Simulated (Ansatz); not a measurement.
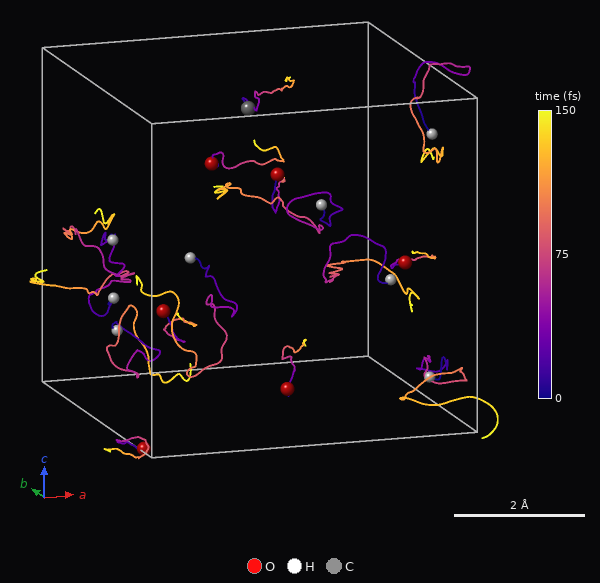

Molecular dynamics of a periodic cell with 4 H2O + 1 CO2 at 1.295 g/cm³, 150 fs long. Lines trace each atom's path, coloured by time; spheres stand at the starting positions. Seen slightly off an axis in the simulation cell.

These are results of DFT PBE-D3(BJ), scalar-relativistic, plane waves, PAW in Ansatz 0.2.0, not measurements. Settings: plane-wave cutoff 420 eV; k-point mesh 1 × 1 × 1; Fermi-Dirac smearing 0.02 eV; low-accuracy preset; Langevin thermostat (NVT); set temperature 1500 K; time step 0.5 fs; friction 0.02 per fs.

### Describe the motion.

In the second half of the run the atoms are, in the root-mean-square, this far from where they began (common drift taken out): H 0.99 Å, C 0.74 Å, O 0.64 Å. The heavy atoms stay within a fraction of a molecule's size of their starting places; so short a run doesn't tell a liquid from a solid. Over the second half the temperature averages 1462 K (spread ±277 K). The potential energy in the second half lies on average 204 meV per atom above the first frame.

Limits of the set-up: the program's low-accuracy preset was used; the periodic images lie only 5.3 Å apart, so the values are limited by the cell's size.

The run took 3.6 min on 1 thread of Arm Neoverse V1 (shared host), peak memory 0.29 GiB.
